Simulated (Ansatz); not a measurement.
## Electronic structure of F₂Si···H₂ in real space

Input file:

```
crystal:
  periodic: [false, false, false]
  atoms:
    - {symbol: Si, position_ang: [-0.845258, -0.284205, 1.140221]}
    - {symbol: H, position_ang: [1.159332, -0.159574, -1.383827]}
    - {symbol: H, position_ang: [1.277908, -0.889977, -1.280993]}
    - {symbol: F, position_ang: [-1.732988, 0.414067, 0.003860]}
    - {symbol: F, position_ang: [0.141006, 0.919689, 1.520839]}
basis:
  gaussian: {orbitals: def2-TZVPP}
hamiltonian: {xc: pbe0, dispersion: d4}
output: {orbitals: {seedname: orbitals}}
```

Launched as:

```sh
ansatz run in.yaml --threads 2 --pin off --events-out ev --progress --plain --max-ram 4352MiB
```

The product side of a reaction path; geometry: PBE0-D4/def2-TZVP.

All numbers below come from Ansatz, RKS PBE0-D4/def2-TZVPP.

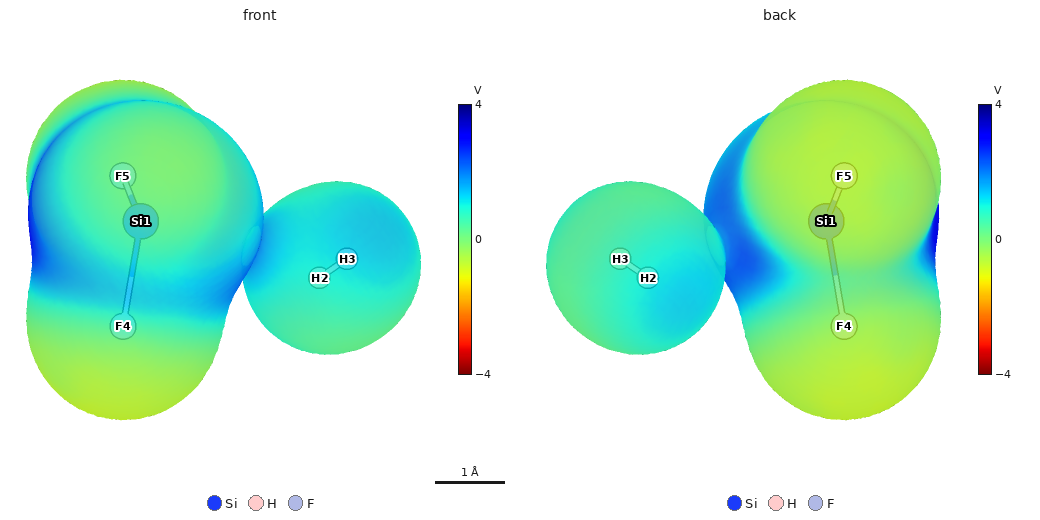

Figure 1. The molecular electrostatic potential painted on the density surface at 0.004 e/bohr³, seen from the front and from behind; red is negative and blue positive.

Question: Which sites attract a positive test charge, and which a negative one?

Answer: A positive charge is drawn to the negative regions and a negative charge to the positive ones. The most negative region (about −0.8 V) lies over F4 and F5, the most positive (about +3.0 V) over Si1.

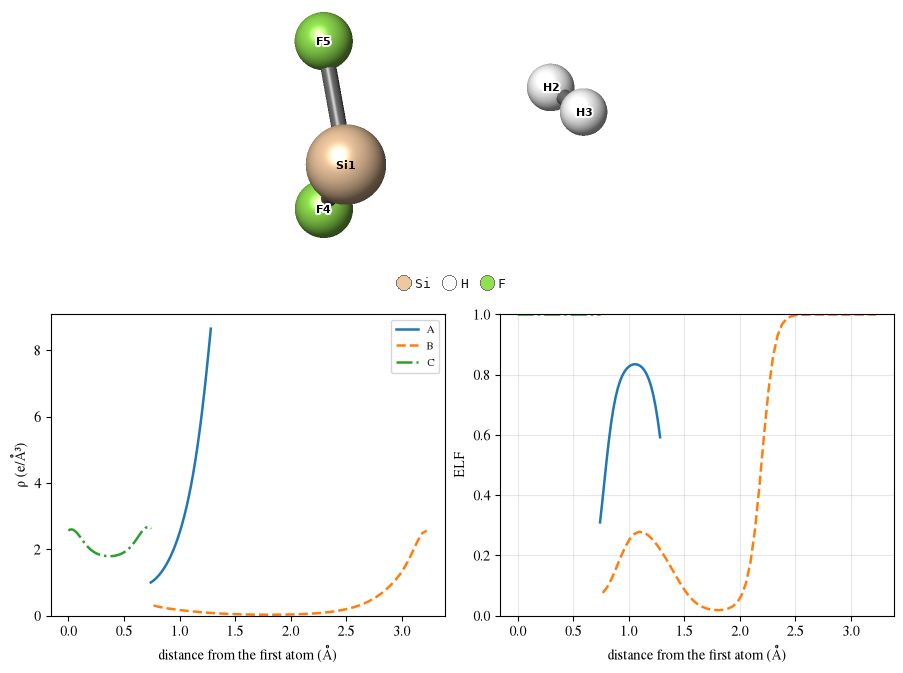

Figure 2. Electron density and electron localisation function along straight lines between neighbouring atoms. The curves leave out the atomic cores. The structure is drawn too.

Question: Which curve belongs to which contact (H–H, Si–F and Si–H)? The first atom named is at distance zero.

Answer: Curve A: Si–F (1.60 Å): ρ is about 1.2 e/Å³ halfway; the ELF peaks at about 0.85 in the valence shell of F, 0.5 Å from its nucleus, and is about 0.50 at the midpoint. Curve B: Si1···H2 (3.23 Å): the density falls to about 0.03 e/Å³ on the way; the ELF dips to about 0 between them; a weak contact between the two molecules. Curve C: H–H (0.75 Å): ρ at the midpoint is about 1.8 e/Å³; the ELF is about 1 at the midpoint.

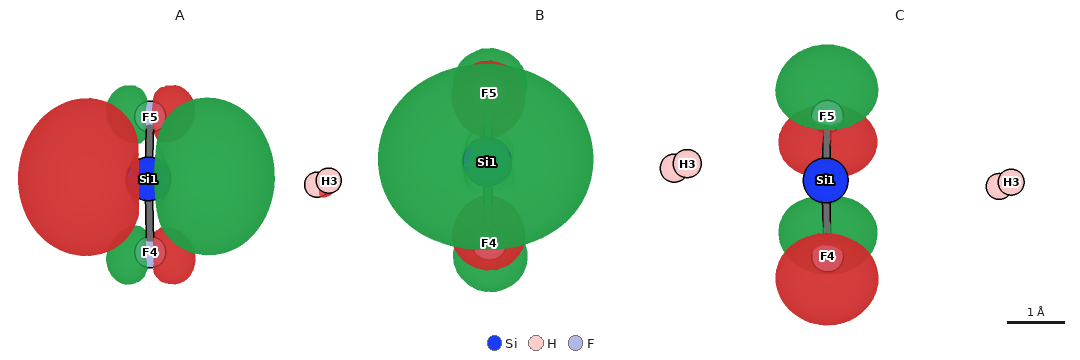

Figure 3. Three frontier orbitals at ±0.1 Å⁻³ᐟ² (green and red are the two phases), in no order.

Question: Order the three orbitals by energy and name them.

Answer: C is the HOMO−1 (−12.02 eV). Its weight (Hirshfeld) is mainly on F4 (about 45 %) and F5 (about 45 %); largely a combination of lone pairs on F4 and F5. B is the HOMO (−8.24 eV). By Hirshfeld shares it lies mainly on Si1 (about 80 %), F4 (about 10 %) and F5 (about 10 %). A is the LUMO (−2.04 eV). Its weight (Hirshfeld) is mainly on Si1 (about 85 %), F4 (about 5 %) and F5 (about 5 %).

Question: What is the HOMO–LUMO gap?

Answer: 6.20 eV between the orbital energies.
